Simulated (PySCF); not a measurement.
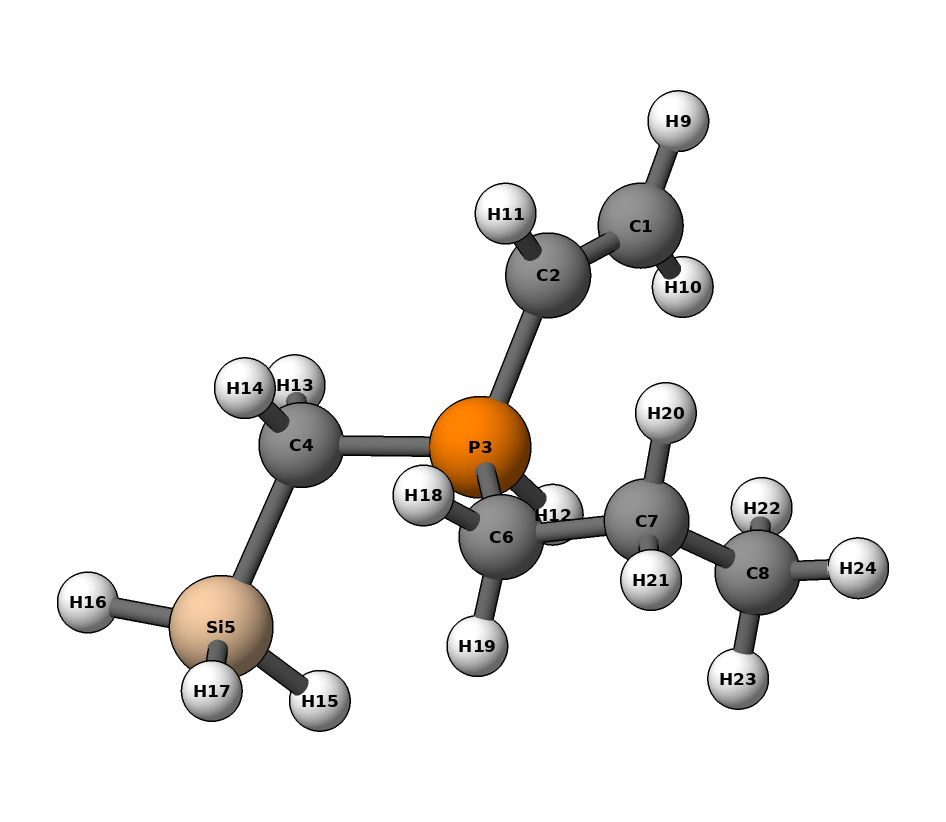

The species has charge +1 and is a spin singlet. Computed geometry: GFN2-xTB optimisation. No frequency run is at hand to confirm it as a minimum. Level of theory: GIAO PBE0/pcSseg-1 NMR shielding, non-relativistic, gas phase (PySCF 2.14.0). Principal shieldings σ11 ≤ σ22 ≤ σ33, span Ω = σ33 − σ11, skew κ = 3(σiso − σ22)/Ω.

Give the shielding tensors of the Si atoms.

```
atom    σ11    σ22    σ33   σiso     Ω     κ
 Si5  408.6  413.1  443.4  421.7  34.8  0.74
```

Shieldings and span in ppm.

The geometry is semi-empirical. Around P, Si such bond lengths and angles can be off by a tenth of an ångström or more and by several degrees, and values that hang on the shape move with them.
